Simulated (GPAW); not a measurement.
# Core-hole calculation of the Mg K edge in MgNi3C (Pm-3m), part 2 of 2

What does one-electron theory with a core hole give for the Mg K edge of MgNi3C (Pm-3m)?

GPAW 26.7.0; X-ray absorption from dipole matrix elements to empty bands, plane-wave PAW LDA.

So far. Step 2 (The field without a hole): The mesh shows no gap, so the system is treated as a metal and the core electron is put at the Fermi level (neutral cell). Step 3 (Spectrum without a core hole, Mg atom 4): Main maxima below 24 eV (height): 0.4 eV (0.21), 4.2 eV (1.52), 5.6 eV (1.57), 10.9 eV (0.79) and 17.6 eV (1.94). A K edge sees empty p states on the absorber.

## Step 5: Spectrum with XCH, Mg atom 4

The holes are 5.4 Å apart. In GPAW the data set carries the hole's charge, so charge=0 means a charged cell and charge=-1 a neutral one. The excited electron is kept in the cell, where it fills the lowest empty states and screens the hole. After the field has converged, empty bands are computed with the density fixed and the dipole matrix elements are summed.

xas.py

```python
import numpy as np
from ase import Atoms
from ase.parallel import parprint, paropen
from gpaw import GPAW, PW, FermiDirac, Mixer, MixerDif, setup_paths
from gpaw.test import gen
setup_paths.insert(0, '.')
gen('Mg', name='fch1s', xcname='LDA', corehole=(1, 0, 1), write_xml=True)
from gpaw.mpi import world
world.barrier()

atoms = Atoms('Ni6Mg2C2',
    cell=[[3.8089, 0, 3.8089],
     [0, 3.8089, 3.8089],
     [-3.8089, 0, 3.8089]],
    scaled_positions=[[0, 0.5, 0.5],
     [0.5, 0.5, 0],
     [0.5, 0, 0],
     [0, 0, 0.5],
     [0, 0.5, 0],
     [0.5, 0.5, 0.5],
     [0, 0, 0],
     [0.5, 0, 0.5],
     [0.25, 0.5, 0.75],
     [0.75, 0.5, 0.25]],
    magmoms=[2.0, 2.0, 2.0, 2.0, 2.0, 2.0, 0.0, 0.0, 0.0, 0.0],
    pbc=True)
atoms.calc = calc = GPAW(legacy_gpaw=True, mode=PW(430, force_complex_dtype=True), xc='LDA', setups={6: 'fch1s'},
    kpts={'size': (7, 7, 7), 'gamma': True}, occupations=FermiDirac(0.1),
    charge=-1, mixer=MixerDif(0.05, 8, 50), maxiter=150,
    convergence={'density': 0.0001, 'eigenstates': 1e-6}, txt='scf.txt')
energy = atoms.get_potential_energy() + calc.get_reference_energy()
ef = calc.get_fermi_level()
out = dict(energy=energy, fermi=ef, forces=atoms.get_forces().tolist(), magmoms=atoms.get_magnetic_moments().tolist())
parprint(f'all-electron energy {energy:.4f} eV, Fermi level {ef:.4f} eV')
ev = np.array([[calc.get_eigenvalues(k, s) for k in range(len(calc.get_ibz_k_points()))] for s in range(calc.get_number_of_spins())])
out['homo'], out['lumo'], out['counts'] = ev[ev < ef].max(), ev[ev > ef].min(), sorted(set((ev < ef).sum((0, 2)).tolist()))
out['filled'] = (ev[:, 0] < ef).sum(1).tolist()

from ase.units import Ha
from gpaw.xas import dipole_matrix_elements
nb = int(calc.get_number_of_electrons() / 2) + 99
top, nb = nb, nb + 8 + nb // 12
nscf = calc.fixed_density(kpts={'size': (8, 8, 8), 'gamma': True}, nbands=nb,
    convergence={'bands': top, 'eigenstates': 5e-3}, maxiter=60, txt='nscf.txt')
cell = atoms.cell.array
ops = [cell.T @ U.T @ np.linalg.inv(cell.T) for U in nscf.wfs.kd.symmetry.op_scc]
E = np.arange(-6, 34, 0.1)
fwhm = np.interp(E, [4, 25], [0.9, 3.5])
Y, X, zero, highest = 0, 0, 1e9, 1e9
for spin in range(nscf.get_number_of_spins()):
    wfs = nscf.wfs
    mine = wfs.bd.get_slice()  # this rank's bands
    A = dipole_matrix_elements(wfs.setups[6])
    eps = np.zeros((wfs.kd.nibzkpts, nb))
    d = np.zeros((3, A.shape[1], wfs.kd.nibzkpts, nb), complex)
    for kpt in wfs.kpt_u:
        if kpt.s == spin and 6 in kpt.P_ani:
            eps[kpt.k, mine] = kpt.eps_n * Ha
            d[:, :, kpt.k, mine] = (kpt.weight * wfs.nspins / 2) ** 0.5 * np.inner(A, kpt.P_ani[6])
    world.sum(eps)
    world.sum(d)
    T = np.einsum('amkn,bmkn->abkn', d, d.conj()).real
    T = sum(np.einsum('ai,ijkn,bj->abkn', R, T, R) for R in ops) / len(ops)
    empty = eps > ef
    zero, highest = min(zero, eps[empty].min()), min(highest, eps[:, top - 1].min())
    lines = [(eps, T, empty)] if spin == 0 else lines + [(eps, T, empty)]
for eps, T, empty in lines:
    f = np.einsum('aakn->akn', T).reshape(3, -1)
    x = eps.ravel() - zero
    w = np.interp(x, E, fwhm) / 2.35482
    g = np.exp(-0.5 * ((E[:, None] - x) / w) ** 2) / (w * (2 * np.pi) ** 0.5)
    Y = Y + (f * empty.ravel()) @ g.T
    X = X + (f * ~empty.ravel()) @ g.T
out.update(E=E.round(2).tolist(), xas=Y.tolist(), xes=X.tolist(), zero=zero, valid=highest - zero, nk=len(eps), nb=nb)
for i in range(0, len(E), 10):
    parprint(f'{E[i]:7.2f}', *(f'{v:10.3e}' for v in Y[:, i]))
import json
with paropen('out.json', 'w') as f:
    json.dump(out, f)
```

Command:

```bash
OMP_NUM_THREADS=1 mpirun -n 4 gpaw python xas.py
```

Numbers of over 12 decimals in the logs are rounded to 6 here.

The program printed:

```text
Input parameters:
  charge: -1
  convergence: {density: 0.0001,
                eigenstates: 1e-06}
  kpts: {gamma: True,
         size: (7, 7, 7)}
  maxiter: 150
  mixer: {backend: pulay,
          beta: 0.05,
          method: difference,
          nmaxold: 8,
          weight: 50}
  mode: {ecut: 430.0,
         force_complex_dtype: True,
         name: pw}
  occupations: {fixmagmom: False,
                name: fermi-dirac,
                width: 0.1}
  setups: {6: fch1s}

Initialize ...

[... PAW data sets ...]

Reference energy: -259379.846372  # eV

Spin-polarized calculation.
Initial magnetic moment: 12.000000

[... convergence settings ...]
Symmetries present (total): 48
  [... symmetry matrices ...]

343 k-points: 7 x 7 x 7 Monkhorst-Pack grid
20 k-points in the irreducible part of the Brillouin zone
       k-points in crystal coordinates                weights
   0:     0.00000000    0.00000000    0.00000000          1/343
   1:     0.14285714    0.14285714    0.00000000          8/343
   2:     0.14285714    0.14285714    0.14285714          6/343
   3:     0.28571429    0.14285714    0.00000000         12/343
   4:     0.28571429    0.28571429    0.00000000          8/343
   5:     0.28571429    0.28571429    0.14285714         24/343
   6:     0.28571429    0.28571429    0.28571429          6/343
   7:     0.42857143   -0.28571429    0.00000000         12/343
   8:     0.42857143    0.28571429   -0.42857143         24/343
   9:     0.42857143    0.28571429   -0.28571429         48/343
          ...
  19:     0.42857143    0.42857143    0.42857143          6/343

Wave functions: Plane wave expansion
  Cutoff energy: 430.000 eV
  Number of coefficients (min, max): 2213, 2247
  Pulay-stress correction: 0.000000 eV/Ang^3 (de/decut=0.000000)
  Using FFTW library
  Wavefunction extrapolation:
    Improved wavefunction reuse through dual PAW basis

Occupation numbers: Fermi-Dirac:
  width: 0.1000  # eV

Eigensolver
   Davidson(niter=2)

Densities:
  Coarse grid: 27*27*27 grid
  Fine grid: 54*54*54 grid
  Total Charge: 0.000000

Density mixing:
  Method: difference
  Backend: pulay
  Linear mixing parameter: 0.05
  old densities: 8
  Width of damping distribution: 1.1
  Damping of long wavelength oscillations: 50

[... Hamiltonian set-up ...]
Number of atoms: 10
Number of atomic orbitals: 96
Number of bands in calculation: 87
Number of valence electrons: 125
Bands to converge: occupied

... initialized

Initializing position-dependent things.

Density initialized from atomic densities
Creating initial wave functions:
  87 bands from LCAO basis set

         C   Ni   C

         Ni       Ni
            Mg

             Ni
       Ni       Ni

            Mg

Atomic positions and initial magnetic moments

Positions:
   0 Ni    -1.904450    1.904450    3.808900    ( 0.0000,  0.0000,  2.0000)
   1 Ni     1.904450    1.904450    3.808900    ( 0.0000,  0.0000,  2.0000)
   2 Ni     1.904450    0.000000    1.904450    ( 0.0000,  0.0000,  2.0000)
   3 Ni    -1.904450    0.000000    1.904450    ( 0.0000,  0.0000,  2.0000)
   4 Ni     0.000000    1.904450    1.904450    ( 0.0000,  0.0000,  2.0000)
   5 Ni     0.000000    1.904450    5.713350    ( 0.0000,  0.0000,  2.0000)
   6 Mg     0.000000    0.000000    0.000000    ( 0.0000,  0.0000,  0.0000)
   7 Mg     0.000000    0.000000    3.808900    ( 0.0000,  0.0000,  0.0000)
   8 C     -1.904450    1.904450    5.713350    ( 0.0000,  0.0000,  0.0000)
   9 C      1.904450    1.904450    5.713350    ( 0.0000,  0.0000,  0.0000)

Unit cell:
           periodic     x           y           z      points  spacing
  1. axis:    yes    3.808900    0.000000    3.808900    27     0.1629
  2. axis:    yes    0.000000    3.808900    3.808900    27     0.1411
  3. axis:    yes   -3.808900    0.000000    3.808900    27     0.1629

  Lengths:   5.386598   5.386598   5.386598
  Angles:   60.000000  90.000000  60.000000

Effective grid spacing dv^(1/3) = 0.1777

iter:   1   -95.123093                   +12.0796
iter:   2   -97.457273   -0.46  -1.54    +6.1831
iter:   3   -97.655144   -1.04  -1.59    +2.0774
iter:   4   -97.789649   -1.90  -1.85    +1.2466
iter:   5   -97.930452   -2.39  -1.91    +0.1069
iter:   6   -98.093114   -2.44  -2.06    -0.0366
iter:   7   -97.928932   -3.09  -2.18    -0.0664
iter:   8   -97.894945   -3.86  -2.50    -0.0456
iter:   9   -97.881684c  -3.94  -2.74    -0.0182
iter:  10   -97.880226c  -4.89  -3.04    -0.0092
iter:  11   -97.879768c  -4.98  -3.26    -0.0068
iter:  12   -97.879877c  -5.85  -4.05c   -0.0062
iter:  13   -97.879765c  -6.48c -3.90    -0.0066
iter:  14   -97.879780c  -7.78c -4.89c   -0.0069

Converged after 14 iterations.

Dipole moment: (-0.000000, -0.000000, -0.000000) |e|*Ang

Total magnetic moment: (0.000000, 0.000000, -0.006948)
Local magnetic moments:
   0 Ni ( 0.000000,  0.000000,  0.003980)
   1 Ni ( 0.000000,  0.000000,  0.003980)
   2 Ni ( 0.000000,  0.000000,  0.003980)
   3 Ni ( 0.000000,  0.000000,  0.003980)
   4 Ni ( 0.000000,  0.000000,  0.003980)
   5 Ni ( 0.000000,  0.000000,  0.003980)
   6 Mg ( 0.000000,  0.000000, -0.020316)
   7 Mg ( 0.000000,  0.000000,  0.000248)
   8 C  ( 0.000000,  0.000000,  0.000332)
   9 C  ( 0.000000,  0.000000,  0.000332)

Energy contributions relative to reference atoms: (reference = -259379.846372)

Kinetic:        +47.127600
Potential:      -33.683105
External:        +0.000000
XC:            -111.344595
Entropy (-ST):   -0.191148
Local:           +0.115894
SIC:             +0.000000
--------------------------
Free energy:    -97.975354
Extrapolated:   -97.879780

Spin contamination: 0.895596 electrons
Showing only first 2 kpts
                      Up                     Down
 Kpt  Band  Eigenvalues  Occupancy  Eigenvalues  Occupancy
  0    60      7.10303    0.99967      7.10600    0.99966
  0    61      7.10303    0.99967      7.10600    0.99966
  0    62      7.10303    0.99967      7.10600    0.99966
  0    63      7.31040    0.99738      7.31279    0.99732

  1    60      7.17538    0.99932      7.17722    0.99931
  1    61      7.26566    0.99832      7.26807    0.99828
  1    62      7.35366    0.99597      7.34701    0.99622
  1    63      7.35366    0.99597      7.34701    0.99622

Fermi level: 7.90455

No gap
No difference between direct/indirect transitions

Forces in eV/Ang:
  0 Ni   -0.00000    0.00000    0.00000
  1 Ni   -0.00000    0.00000   -0.00000
  2 Ni   -0.00000    0.00000    0.00000
  3 Ni   -0.00000    0.00000    0.00000
  4 Ni    0.00000    0.00000   -0.00000
  5 Ni   -0.00000   -0.00000   -0.00000
  6 Mg    0.00000    0.00000    0.00000
  7 Mg    0.00000    0.00000    0.00000
  8 C    -0.00000   -0.00000    0.00000
  9 C    -0.00000    0.00000   -0.00000
Scalar-relativistic atomic LDA calculation for Mg (Magnesium, Z=12)
Core hole in 1s state (1s occupation: 1.0)
450 radial gridpoints.
|------------------------------------------------|
|------------------------------------------------|
[... the atom generator's iteration count ...]

Energy contributions:
-------------------------
Kinetic:     +150.936470
XC:           -12.517816
Potential:   -289.511143
-------------------------
Total:       -151.092490

state      eigenvalue         ekin         rmax
-----------------------------------------------
1s^1.0 :   -50.674449    69.724812        0.084
2s^2.0 :    -4.035788    10.031038        0.518
2p^6.0 :    -2.903993     9.772171        0.430
3s^2.0 :    -0.536168     1.258278        2.050
3p^0.0 :    -0.343172     0.932201        2.381
-----------------------------------------------
(units: Bohr and Hartree)

Generating PAW setup
Kinetic energy of the core from tauc = 69.854286
Cutoffs:
rc(s)=2.060
rc(p)=2.050
rc(d)=1.960
rc(vbar)=2.000
rc(comp)=1.950
rc(nct)=2.060

Kinetic energy of the core states: 69.724812
Charge: 1.0
Core electrons: 1.0
Valence electrons: 10.0
Pseudo-core charge: 0.000000
Shape function alpha=2.630
Pseudo-electron charge 2.585279
state    eigenvalue         norm
--------------------------------
2s(2) :    -4.035788     0.092931
3s(2) :    -0.536168     1.052414
2p(6) :    -2.903993     0.049098
3p(0) :    -0.343172     1.000690
*d    :     0.000000
--------------------------------

Diagonalizing with gridspacing h=0.050

state   all-electron     PAW
-------------------------------
2s:      -4.035788    -4.036322
2p:      -2.903993    -2.904657
*d:                   -0.118527
*f:                   -0.020612
-------------------------------
all-electron energy -259477.7262 eV, Fermi level 7.9045 eV
  -6.00  3.504e-61  3.504e-61  3.504e-61
  -5.00  8.349e-45  8.349e-45  8.349e-45
  -4.00  2.194e-31  2.194e-31  2.194e-31
  -3.00  6.719e-21  6.719e-21  6.719e-21
  -2.00  2.718e-13  2.718e-13  2.718e-13
  -1.00  1.750e-08  1.750e-08  1.750e-08
  -0.00  2.231e-06  2.231e-06  2.231e-06
[...]
31.00  6.155e-06  6.155e-06  6.155e-06
  32.00  7.767e-06  7.767e-06  7.767e-06
  33.00  1.092e-05  1.092e-05  1.092e-05
```

Run time: 2.6 min. Hardware: 4 MPI ranks of Intel Xeon Platinum 8488C (Sapphire Rapids), shared host; peak memory 0.64 GiB; 10 min of CPU time.

The Mg K spectrum, Mg atom 4, excited-electron core hole (neutral cell) (energy from the lowest empty level; intensity scaled to a mean of 1 over the first 20 eV):

| E (eV) | intensity |
| --- | --- |
| -2.0 | 0.00 |
| -0.5 | 0.02 |
| 1.0 | 0.19 |
| 2.5 | 0.91 |
| 4.0 | 1.99 |
| 5.5 | 1.01 |
| 7.0 | 0.53 |
| 8.5 | 0.63 |
| 10.0 | 0.75 |
| 11.5 | 0.76 |
| 13.0 | 0.92 |
| 14.5 | 1.45 |
| 16.0 | 1.76 |
| 17.5 | 1.24 |
| 19.0 | 0.95 |
| 20.5 | 0.74 |
| 22.0 | 0.59 |
| 23.5 | 0.53 |
| 25.0 | 0.44 |
| 26.5 | 0.38 |
| 28.0 | 0.36 |
| 29.5 | 0.33 |
| 31.0 | 0.33 |

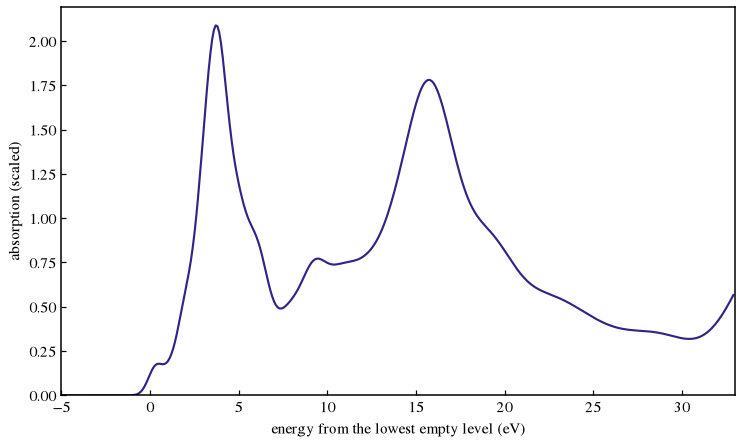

The Mg K edge, Mg atom 4, excited-electron core hole (neutral cell): main maxima at 3.7 and 15.7 eV.

Main maxima below 24 eV (height): 3.7 eV (2.09) and 15.7 eV (1.78). 

The total-energy difference is 1293.95 eV.

## Step 6: Spectrum with XCH, Mg atom 4

Another set-up is tried: limit of SCF steps to 4.

Changes to xas.py since step 5:

```diff
@@ -28,3 +28,3 @@
     kpts={'size': (7, 7, 7), 'gamma': True}, occupations=FermiDirac(0.1),
-    charge=-1, mixer=MixerDif(0.05, 8, 50), maxiter=150,
+    charge=-1, mixer=MixerDif(0.05, 8, 50), maxiter=4,
     convergence={'density': 0.0001, 'eigenstates': 1e-6}, txt='scf.txt')
@@ -42,3 +42,3 @@
 top, nb = nb, nb + 8 + nb // 12
-nscf = calc.fixed_density(kpts={'size': (8, 8, 8), 'gamma': True}, nbands=nb,
+nscf = calc.fixed_density(kpts={'size': (5, 5, 5), 'gamma': True}, nbands=nb,
     convergence={'bands': top, 'eigenstates': 5e-3}, maxiter=60, txt='nscf.txt')
```

The program printed:

```text
Input parameters:
  charge: -1
  convergence: {density: 0.0001,
                eigenstates: 1e-06}
  kpts: {gamma: True,
         size: (7, 7, 7)}
  maxiter: 4
  mixer: {backend: pulay,
          beta: 0.05,
          method: difference,
          nmaxold: 8,
          weight: 50}
  mode: {ecut: 430.0,
         force_complex_dtype: True,
         name: pw}
  occupations: {fixmagmom: False,
                name: fermi-dirac,
                width: 0.1}
  setups: {6: fch1s}

Initialize ...

[... PAW data sets ...]

Reference energy: -259379.846372  # eV

[...]
iter:   2   -97.457273   -0.46  -1.54    +6.1831
iter:   3   -97.655144   -1.04  -1.59    +2.0774
iter:   4   -97.789649   -1.90  -1.85    +1.2466

Did not converge!

Here are some tips:

1) Make sure the geometry and spin-state is physically sound.
2) Use less aggressive density mixing.
3) Solve the eigenvalue problem more accurately at each scf-step.
4) Use a smoother distribution function for the occupation numbers.
5) Try adding more empty states.
6) Use enough k-points.
7) Don't let your structure optimization algorithm take too large steps.
8) Solve the Poisson equation more accurately.
9) Better initial guess for the wave functions.

See details here:

Errorcode: 42
```

Elapsed: 38 s, on 4 MPI ranks; peak memory 0.27 GiB.

The step limit was set too low: the run stopped before it met its threshold, however near it may have come, and gives no result to build on.

## Step 7: With and without the hole

Both curves are counted from their own zero, so only the shift of weight within the empty states shows.

| E (eV) | no hole | XCH |
| --- | --- | --- |
| -2.0 | 0.00 | 0.00 |
| -1.0 | 0.00 | 0.00 |
| 0.0 | 0.14 | 0.12 |
| 1.0 | 0.14 | 0.19 |
| 2.0 | 0.31 | 0.60 |
| 3.0 | 0.47 | 1.47 |
| 4.0 | 1.46 | 1.99 |
| 5.0 | 1.32 | 1.20 |
| 6.0 | 1.40 | 0.90 |
| 7.0 | 1.04 | 0.53 |
| 8.0 | 0.67 | 0.54 |
| 9.0 | 0.61 | 0.73 |
| 10.0 | 0.73 | 0.75 |
| 11.0 | 0.78 | 0.75 |
| 12.0 | 0.71 | 0.78 |
| 13.0 | 0.67 | 0.92 |
| 14.0 | 0.76 | 1.24 |
| 15.0 | 1.02 | 1.65 |
| 16.0 | 1.43 | 1.76 |
| 17.0 | 1.86 | 1.44 |
| 18.0 | 1.91 | 1.10 |
| 19.0 | 1.73 | 0.95 |
| 20.0 | 1.69 | 0.82 |
| 21.0 | 1.60 | 0.67 |
| 22.0 | 1.36 | 0.59 |
| 23.0 | 1.11 | 0.55 |
| 24.0 | 0.94 | 0.50 |
| 25.0 | 0.81 | 0.44 |
| 26.0 | 0.68 | 0.39 |
| 27.0 | 0.58 | 0.37 |
| 28.0 | 0.54 | 0.36 |
| 29.0 | 0.54 | 0.35 |
| 30.0 | 0.51 | 0.32 |
| 31.0 | 0.45 | 0.33 |
| 32.0 | 0.40 | 0.42 |

With each curve scaled to its own mean, the area from −2 to 6 eV with the hole is 6.0 against 4.6, and the centre of weight from −1 to 20 eV moves by -1.0 eV: the hole pulls the absorber's empty states down.

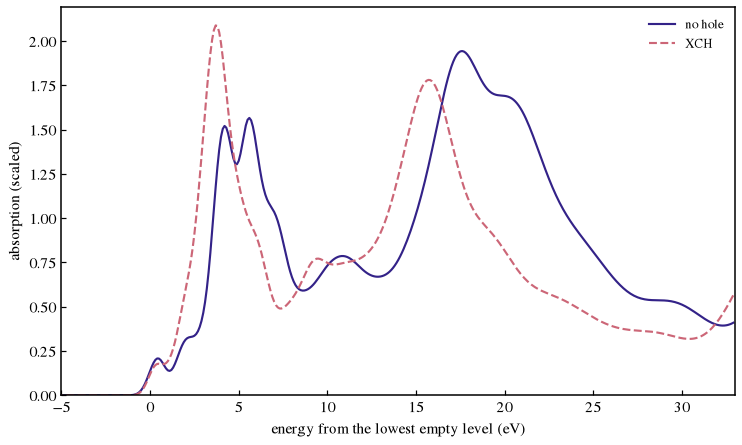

The Mg K edge with and without the core hole, each from its own zero; the highest intensity below 16 eV lies at 3.7 eV with the hole.

## Step 8: Outcome

| Item | Value |
| --- | --- |
| absorber and edge | Mg K, atom 4 of the ground-state input (counted from 1) |
| surroundings | 12 Ni at 2.69 Å (cuboctahedral, site symmetry m-3m) |
| highest intensity below 16 eV | 3.7 eV above the zero, height 2.09 |
| photon energy of the zero (spin-polarised hole, raw) | 1293.9 eV (LDA puts this hole about 6 eV below PBE, itself good to a few eV) |

In words: The Mg K edge of atom 4, with 12 Ni at 2.69 Å (cuboctahedral, site symmetry m-3m), has its highest intensity of the first 16 eV at 3.7 eV above the zero, near 1298 eV in photon energy (LDA puts this hole about 6 eV below PBE, itself good to a few eV), 2.1 times the mean level of the first 20 eV (Gaussian full width 0.9 eV up to 4 eV, rising linearly to 3.5 eV at 25 eV). With each curve scaled to its own mean, the area from −2 to 6 eV with the hole is 6.0 against 4.6, and the centre of weight from −1 to 20 eV moves by -1.0 eV: the hole pulls the absorber's empty states down. The hole lies in one spin channel, while the script sums the empty states of both and takes the lower zero; where the two channels are split, this blurs and shifts the curve. The starting moments shrank to 0.00 μB or less, so this is hardly a magnetic state. The holes are only 5.4 Å apart, so the shape is probably not converged with cell size; no larger cell was run here. The structure is a published determination, not relaxed.

[Banner, clock and machine lines of the logs are left out without a mark of their own.]

[Logs are printed without paths, hosts, clocks, repeated set-up lines and the standing remarks that a program may print on its own settings, such as how far it seeks lower states.]

[Hosts, paths, dates, database ids (printed as entryN), source tags and the programs' standing remarks are cut or masked in the printed files.]

[Lists of maxima count a maximum above −3 eV only where it reaches 4 % of the highest in the window and stands out from its surroundings by 2 % of it (1.5 % where it reaches 55 %); shoulders and weaker maxima are passed over, and of the rest the first, up to two pre-edge ones and the few strongest are named.]
